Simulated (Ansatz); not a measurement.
# GePH₃ (quintet): wave-function methods side by side, cc-pVTZ

How much of the correlation energy of GePH₃ (quintet) does each wave-function method recover here?

Program: Ansatz 0.2.0, Gaussian basis. Level of theory: cc-pVTZ, core rule «outside noble gas», up to 19 orbitals frozen. These are calculated values, not measurements.

To be run: UHF; CCSD(T) on ROHF; CCSD(T) on UHF; BCCD(T) on ROHF; CCSDT(Q) on ROHF; CCSDT(Q) on UHF; CASSCF and NEVPT2, 12 electrons in 11 orbitals.

9 further runs of the same task are left out: 2 for a known fault of the program, 1 that didn't finish, 6 set aside as unsound or not needed. Runs told in other sessions of the task aren't counted.

### Step 1. The geometry

The geometry is a PBE0/def2-TZVP stationary point (not a proven minimum) of the parent state, kept for this charge and spin. No spin-orbit coupling is included. The filled d shell of Ge may be among the frozen orbitals whatever the setting's name suggests.

5 atoms, charge 0, spin multiplicity 5.

Atoms are counted from 1 here; the program's logs count them from 0.

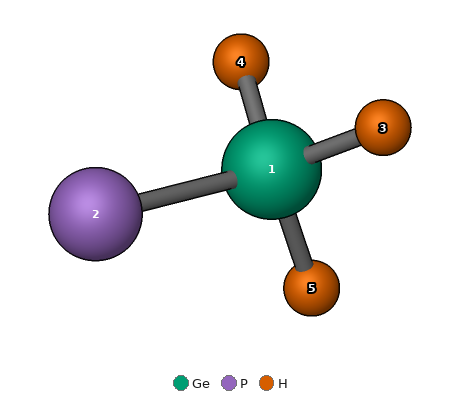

The structure; germanium teal, phosphorus purple, hydrogen orange; atoms are numbered from 1 in the order of the file.

In the tables R marks a restricted open-shell determinant and U an unrestricted one; 'valence' is the active space of 12 electrons in 11 orbitals; energies count from the table's Hartree-Fock row.

### Step 2. UHF

in.yaml

```yaml
crystal:
  periodic: [false, false, false]
  atoms:
    - {symbol: Ge, position_ang: [-0.656484, -0.004808, 0.000881]}
    - {symbol: P, position_ang: [1.655316, 0.012124, -0.002222]}
    - {symbol: H, position_ang: [-1.195968, 1.436850, 0.003923]}
    - {symbol: H, position_ang: [-1.178396, -0.733455, 1.252326]}
    - {symbol: H, position_ang: [-1.181787, -0.729442, -1.251475]}
basis:
  gaussian: {orbitals: cc-pVTZ}
magnetization: {spin_polarized: true, initial_magnetization: 4}
hamiltonian: {xc: hf}
output: {orbitals: {seedname: orbitals}}
```

The run is started by

```sh
> ansatz run in.yaml --threads 1 --pin off --events-out ev --progress --plain --max-ram 4096MiB --backend cpu
```

The log of the run:

```text
Functional definition: HF
  name "HF"
  cite "Fock, Z. Phys. 61, 126 (1930) doi:10.1007/BF01340294"
  parent pbe
  exchange = exact_x
  correlation = 0
1005 factors; their error is unknown
mean field evaluation 1: about -65785.7395 eV, gradient 8.9e0 eV
mean field evaluation 2: about -65786.8328 eV, gradient 3.4e0 eV
mean field evaluation 4: about -65787.1013 eV, gradient 8.2e-1 eV
mean field evaluation 8: about -65787.1335 eV, gradient 1.1e-1 eV
mean field evaluation 16: about -65788.3231 eV, gradient 9.2e-6 eV
mean field -65788.32307912 eV, -2417.6762802305 hartree, gradient 9.2e-6 eV, S^2 6.006530; 0 other end points of the search recorded, 0 dependent functions left out
reference -65788.32307912 eV, -2417.6762802305 hartree; 27, 23 occupied and 92, 96 virtual orbitals, 1005 factors
Total energy: -65788.32307912 eV, -2417.6762802305 hartree
```

Run time: 2.8 s. Hardware: 1 thread of AMD EPYC 7R13, shared host; peak memory 0.29 GiB.

From the report: ⟨S²⟩ of the determinant 6.007 (pure quintet: 6.00).

### Step 3. CCSD(T) on ROHF

Edit in.yaml of step 2 so:

```diff
@@ -10,4 +10,3 @@
   gaussian: {orbitals: cc-pVTZ}
-magnetization: {spin_polarized: true, initial_magnetization: 4}
-hamiltonian: {xc: hf}
-output: {orbitals: {seedname: orbitals}}
+magnetization: {spin_polarized: false, initial_magnetization: 4}
+correlation: {method: ccsd_t, electrons: outside_noble_gas}
```

The run is started by

```sh
> ansatz run in.yaml --threads 2 --pin off --events-out ev --progress --plain --max-ram 24576MiB --backend cuda --devices 0, --max-vram 18GiB
```

The log of the run, shortened:

```text
Functional definition: HF
  name "HF"
  cite "Fock, Z. Phys. 61, 126 (1930) doi:10.1007/BF01340294"
  parent pbe
[...]
703 factors; integrals over basis functions are off by at most 7.4e-4 eV
[...]
mean field -65788.25050899 eV, -2417.6736133276 hartree, gradient 3.2e-6 eV, S^2 6.000000; 2 other end points of the search recorded, 0 dependent functions left out
determinant -65788.25050899 eV, -2417.6736133276 hartree, with singles and doubles -65795.37295984 eV, -2417.9353585685 hartree
determinant -65786.38979141 eV, -2417.6052332177 hartree, with singles and doubles -65793.54154018 eV, -2417.8680551374 hartree
determinant -65786.38465062 eV, -2417.6050442972 hartree, with singles and doubles -65793.54514600 eV, -2417.8681876488 hartree
19 core orbitals not correlated: weight in the atoms' cores, before any rotation towards them, 0.999 or more for the frozen orbitals, at most 0.000 for the correlated occupied ones
reference -65788.25050899 eV, -2417.6736133276 hartree; 8, 4 occupied and 92, 96 virtual orbitals, 703 factors
second order -5.89265163 eV of doubles, -0.04355678 eV of singles
cycle   1  -6.99271231 eV  change   -5.2e-1 eV  update   2.5e-2
[...]
cycle  10  -7.01949416 eV  change    3.1e-6 eV  update   1.4e-5
perturbative correction -0.27457209 eV, -0.0100903383 hartree
Total energy: -65795.54457524 eV, -2417.9416653181 hartree
```

It took 13 s on 1 × H100 (card shared with other runs) with 2 threads of AMD EPYC 7R13, shared host; peak host memory 0.81 GiB.

From the report: correlation -7.2941 eV; T1 0.027; largest double amplitude 0.03.

### Step 4. CCSD(T) on UHF

Edit in.yaml of step 3 so:

```diff
@@ -10,3 +10,3 @@
   gaussian: {orbitals: cc-pVTZ}
-magnetization: {spin_polarized: false, initial_magnetization: 4}
+magnetization: {spin_polarized: true, initial_magnetization: 4}
 correlation: {method: ccsd_t, electrons: outside_noble_gas}
```

Same command.

The log of the run, shortened:

```text
Functional definition: HF
  name "HF"
  cite "Fock, Z. Phys. 61, 126 (1930) doi:10.1007/BF01340294"
  parent pbe
[...]
703 factors; integrals over basis functions are off by at most 7.4e-4 eV
[...]
mean field -65788.32396003 eV, -2417.6763126037 hartree, gradient 1.5e-6 eV, S^2 6.006530; 2 other end points of the search recorded, 0 dependent functions left out
determinant -65788.32396003 eV, -2417.6763126037 hartree, with singles and doubles -65795.37419253 eV, -2417.9354038692 hartree
determinant -65786.49186984 eV, -2417.6089845307 hartree, with singles and doubles -65793.54166302 eV, -2417.8680596518 hartree
determinant -65786.48564941 eV, -2417.6087559342 hartree, with singles and doubles -65793.54581965 eV, -2417.8682124051 hartree
19 core orbitals not correlated: weight in the atoms' cores, before any rotation towards them, 0.999 or more for the frozen orbitals, at most 0.000 for the correlated occupied ones
reference -65788.32396003 eV, -2417.6763126037 hartree; 8, 4 occupied and 92, 96 virtual orbitals, 703 factors
second order -5.85024730 eV of doubles, -0.00000000 eV of singles
cycle   1  -6.92523940 eV  change   -5.2e-1 eV  update   2.5e-2
[...]
cycle  10  -6.95308450 eV  change    4.1e-6 eV  update   1.5e-5
perturbative correction -0.27295865 eV, -0.0100310452 hartree
Total energy: -65795.55000318 eV, -2417.9418647912 hartree
```

Wall time 14 s (1 × H100 (card shared with other runs) with 2 threads of AMD EPYC 7R13, shared host); peak host memory 0.8 GiB.

From the report: ⟨S²⟩ of the determinant 6.007 (pure quintet: 6.00); correlation -7.2260 eV; T1 0.026; largest double amplitude 0.03.

### Step 5. BCCD(T) on ROHF

Edit in.yaml of step 4 so:

```diff
@@ -10,3 +10,3 @@
   gaussian: {orbitals: cc-pVTZ}
-magnetization: {spin_polarized: true, initial_magnetization: 4}
-correlation: {method: ccsd_t, electrons: outside_noble_gas}
+magnetization: {spin_polarized: false, initial_magnetization: 4}
+correlation: {method: bccd_t, electrons: outside_noble_gas}
```

Launched as before.

The log of the run, shortened:

```text
Functional definition: HF
  name "HF"
  cite "Fock, Z. Phys. 61, 126 (1930) doi:10.1007/BF01340294"
  parent pbe
[...]
703 factors; integrals over basis functions are off by at most 7.4e-4 eV
[...]
mean field -65788.25050899 eV, -2417.6736133276 hartree, gradient 3.2e-6 eV, S^2 6.000000; 2 other end points of the search recorded, 0 dependent functions left out
determinant -65788.25050899 eV, -2417.6736133276 hartree, with singles and doubles -65795.37295984 eV, -2417.9353585685 hartree
determinant -65786.38979141 eV, -2417.6052332177 hartree, with singles and doubles -65793.54154018 eV, -2417.8680551374 hartree
determinant -65786.38465062 eV, -2417.6050442972 hartree, with singles and doubles -65793.54514600 eV, -2417.8681876488 hartree
19 core orbitals not correlated: weight in the atoms' cores, before any rotation towards them, 0.999 or more for the frozen orbitals, at most 0.000 for the correlated occupied ones
reference -65788.25050899 eV, -2417.6736133276 hartree; 8, 4 occupied and 92, 96 virtual orbitals, 703 factors
second order -5.89265163 eV of doubles, -0.04355678 eV of singles
cycle   1  -6.99845788 eV  change   -5.3e-1 eV  update   2.7e-2
[...]
cycle  11  -7.01311703 eV  change   -6.5e-6 eV  update   8.9e-6
perturbative correction -0.28285964 eV, -0.0103949000 hartree
Total energy: -65795.54648565 eV, -2417.9417355246 hartree
```

Run time: 12 s. Hardware: 1 × H100 (card shared with other runs) with 2 threads of AMD EPYC 7R13, shared host; peak host memory 0.81 GiB.

From the report: correlation -7.2960 eV; largest double amplitude 0.03.

### Step 6. CCSDT(Q) on ROHF

Edit in.yaml of step 5 so:

```diff
@@ -11,2 +11,2 @@
 magnetization: {spin_polarized: false, initial_magnetization: 4}
-correlation: {method: bccd_t, electrons: outside_noble_gas}
+correlation: {method: ccsdt_q, electrons: outside_noble_gas}
```

Same command.

The log of the run, shortened:

```text
Functional definition: HF
  name "HF"
  cite "Fock, Z. Phys. 61, 126 (1930) doi:10.1007/BF01340294"
  parent pbe
[...]
1428 factors; integrals over basis functions are off by at most 1.8e-7 eV
[...]
mean field -65788.25055355 eV, -2417.6736149653 hartree, gradient 4.3e-6 eV, S^2 6.000000; 2 other end points of the search recorded, 0 dependent functions left out
determinant -65788.25055355 eV, -2417.6736149653 hartree, with singles and doubles -65795.37301264 eV, -2417.9353605088 hartree
determinant -65786.38993026 eV, -2417.6052383203 hartree, with singles and doubles -65793.54165206 eV, -2417.8680592490 hartree
determinant -65786.38479035 eV, -2417.6050494322 hartree, with singles and doubles -65793.54526963 eV, -2417.8681921920 hartree
19 core orbitals not correlated: weight in the atoms' cores, before any rotation towards them, 0.999 or more for the frozen orbitals, at most 0.000 for the correlated occupied ones
reference -65788.25055355 eV, -2417.6736149653 hartree; 8, 4 occupied and 92, 96 virtual orbitals, 1428 factors
second order -5.89266671 eV of doubles, -0.04355681 eV of singles
cycle   1  -6.70571957 eV  change   -7.7e-1 eV  update   8.6e-2
[...]
cycle  19  -7.33883231 eV  change   -9.1e-7 eV  update   1.4e-6
perturbative correction -0.01240211 eV, -0.0004557690 hartree
Total energy: -65795.60178797 eV, -2417.9437678473 hartree
```

Wall time 45 s (1 × H100 (card shared with other runs) with 2 threads of AMD EPYC 7R13, shared host); peak host memory 1.2 GiB.

From the report: correlation -7.3512 eV; T1 0.029; largest double amplitude 0.03.

### Step 7. CCSDT(Q) on UHF

Edit in.yaml of step 6 so:

```diff
@@ -10,3 +10,3 @@
   gaussian: {orbitals: cc-pVTZ}
-magnetization: {spin_polarized: false, initial_magnetization: 4}
+magnetization: {spin_polarized: true, initial_magnetization: 4}
 correlation: {method: ccsdt_q, electrons: outside_noble_gas}
```

Same command.

The log of the run, shortened:

```text
Functional definition: HF
  name "HF"
  cite "Fock, Z. Phys. 61, 126 (1930) doi:10.1007/BF01340294"
  parent pbe
[...]
1428 factors; integrals over basis functions are off by at most 1.8e-7 eV
[...]
mean field -65788.32400471 eV, -2417.6763142453 hartree, gradient 3.1e-6 eV, S^2 6.006530; 2 other end points of the search recorded, 0 dependent functions left out
determinant -65788.32400471 eV, -2417.6763142453 hartree, with singles and doubles -65795.37424506 eV, -2417.9354057996 hartree
determinant -65786.49200736 eV, -2417.6089895845 hartree, with singles and doubles -65793.54177631 eV, -2417.8680638149 hartree
determinant -65786.48578988 eV, -2417.6087610965 hartree, with singles and doubles -65793.54593190 eV, -2417.8682165303 hartree
19 core orbitals not correlated: weight in the atoms' cores, before any rotation towards them, 0.999 or more for the frozen orbitals, at most 0.000 for the correlated occupied ones
reference -65788.32400471 eV, -2417.6763142453 hartree; 8, 4 occupied and 92, 96 virtual orbitals, 1428 factors
second order -5.85026151 eV of doubles, -0.00000000 eV of singles
cycle   1  -6.62667589 eV  change   -7.8e-1 eV  update   8.7e-2
[...]
cycle  20  -7.27132490 eV  change   -2.1e-7 eV  update   7.5e-7
perturbative correction -0.01280176 eV, -0.0004704559 hartree
Total energy: -65795.60813137 eV, -2417.9440009627 hartree
```

Wall time 38 s (1 × H100 (card shared with other runs) with 2 threads of AMD EPYC 7R13, shared host); peak host memory 1.1 GiB.

From the report: ⟨S²⟩ of the determinant 6.007 (pure quintet: 6.00); correlation -7.2841 eV; T1 0.029; largest double amplitude 0.03.

### Step 8. CASSCF and NEVPT2, 12 electrons in 11 orbitals

Edit in.yaml of step 7 so:

```diff
@@ -10,3 +10,3 @@
   gaussian: {orbitals: cc-pVTZ}
-magnetization: {spin_polarized: true, initial_magnetization: 4}
-correlation: {method: ccsdt_q, electrons: outside_noble_gas}
+magnetization: {spin_polarized: false, initial_magnetization: 4}
+correlation: {method: sc_nevpt2, electrons: outside_noble_gas, active_space: {window: {electrons: 12, orbitals: 11}, shells: [{species: Ge, l: s, shell: 4}, {species: Ge, l: p, shell: 4}, {species: H, l: s, shell: 1}, {species: P, l: s, shell: 3}, {species: P, l: p, shell: 3}]}}
```

Same command.

The log of the run:

```text
Functional definition: HF
  name "HF"
  cite "Fock, Z. Phys. 61, 126 (1930) doi:10.1007/BF01340294"
  parent pbe
  exchange = exact_x
  correlation = 0
1428 factors; integrals over basis functions are off by at most 1.8e-7 eV
mean field evaluation 1: about -65786.5654 eV, gradient 1.2e1 eV
mean field evaluation 2: about -65786.5755 eV, gradient 1.2e1 eV
mean field evaluation 4: about -65788.1875 eV, gradient 1.9e0 eV
mean field evaluation 8: about -65788.2491 eV, gradient 2.2e-1 eV
mean field -65788.25055355 eV, -2417.6736149653 hartree, gradient 4.3e-6 eV, S^2 6.000000; 0 other end points of the search recorded, 0 dependent functions left out
reference -65788.25055355 eV, -2417.6736149653 hartree; 27, 23 occupied and 92, 96 virtual orbitals, 1428 factors
state -65789.58882305 eV, -2417.7227954622 hartree
state -65789.58882305 eV, -2417.7227954622 hartree; corrected -65794.11861622 eV, -2417.8892622909 hartree
Total energy: -65794.11861622 eV, -2417.8892622909 hartree
Checks for a lower state left out: starts, orbital_swaps
```

Run time: 19 s. Hardware: 1 × H100 (card shared with other runs) with 2 threads of AMD EPYC 7R13, shared host; peak host memory 0.86 GiB.

From the report: 27,280 determinants; active occupations 2.00, 1.98, 1.97, 1.97, 1.00, 1.00, 1.00, 1.00, 0.03, 0.02, 0.02.

### Step 9. How many determinants matter

Natural occupations of the CASSCF valence state about the gap (report; correlated orbitals 3 to 11): 1.969, 1.969, 1.003, 1.001, 1.001, 1.000, 0.029, 0.024, 0.024. The count of effectively unpaired electrons, Σ n²(2 − n)², is 4.02; a single determinant of this spin has 4.

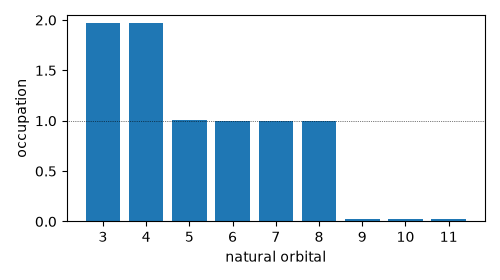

Natural occupations of the CASSCF valence state.

### Step 10. All levels against the top one

The yardstick is UCCSDT(Q), where the cluster series has nearly closed. Rows without a time are mean-field rows or come out of runs for another level: lower rungs of the coupled-cluster runs, CASSCF and MRCISD of the multireference runs, or the Hartree-Fock search.

```
        method  energy from the lowest ROHF (kJ/mol)  from UCCSDT(Q) (kJ/mol)  time
           ROHF                                  0.0                   +709.9      
           UHF                                 -7.1                   +702.8      
          RMP2                               -572.8                   +137.1      
          UMP2                               -571.5                   +138.4      
         RCCSD                               -677.3                    +32.6      
         UCCSD                               -678.0                    +31.9      
      RCCSD(T)                               -703.8                     +6.1  13 s
      UCCSD(T)                               -704.3                     +5.6  14 s
       BCCD(T)                               -704.0                     +5.9  12 s
        RCCSDT                               -708.1                     +1.8      
        UCCSDT                               -708.7                     +1.2      
     RCCSDT(Q)                               -709.3                     +0.6  45 s
     UCCSDT(Q)                               -709.9                        0  38 s
CASSCF valence                               -129.1                   +580.8      
NEVPT2 valence                               -566.2                   +143.7  19 s
```

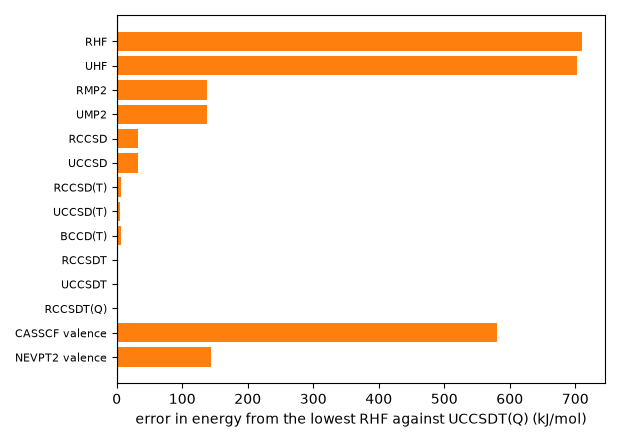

Deviations from UCCSDT(Q), method by method.

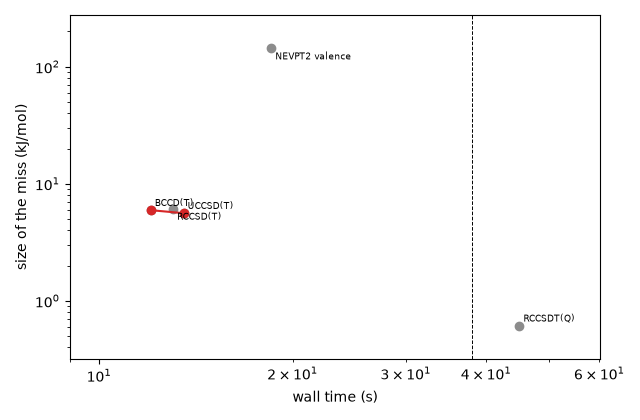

Miss against cost. Red marks the levels that no quicker level drawn beats (of those quicker than the yardstick), and the dashed line is the time of UCCSDT(Q). Times are from a shared host.

### Step 11. What came out

```
                         quantity                      value
    UCCSDT(Q) from the ROHF energy                 -7.3576 eV
              RMP2 from UCCSDT(Q)              +137.1 kJ/mol
              UMP2 from UCCSDT(Q)              +138.4 kJ/mol
             RCCSD from UCCSDT(Q)               +32.6 kJ/mol
          RCCSD(T) from UCCSDT(Q)                +6.1 kJ/mol
          UCCSD(T) from UCCSDT(Q)                +5.6 kJ/mol
         RCCSDT(Q) from UCCSDT(Q)                +0.6 kJ/mol
    NEVPT2 valence from UCCSDT(Q)              +143.7 kJ/mol
levels within 1 kcal/mol (43 meV)  RCCSDT, UCCSDT, RCCSDT(Q)
                    T1 diagnostic                      0.027
   effectively unpaired electrons                       4.02
```

What this shows: RCCSD(T) lands +6.1 kJ/mol from the yardstick (0.9 % of the correlation energy). One determinant dominates. These misses are within one basis, not against nature; the frozen cores of restricted and unrestricted runs differ, which can shift their rows.

For cost: UCCSD(T) gets within 5.6 kJ/mol in 14 s, where UCCSDT(Q) took 38 s; the quickest level in the cost chart, BCCD(T), takes 12 s and misses by 5.9 kJ/mol.
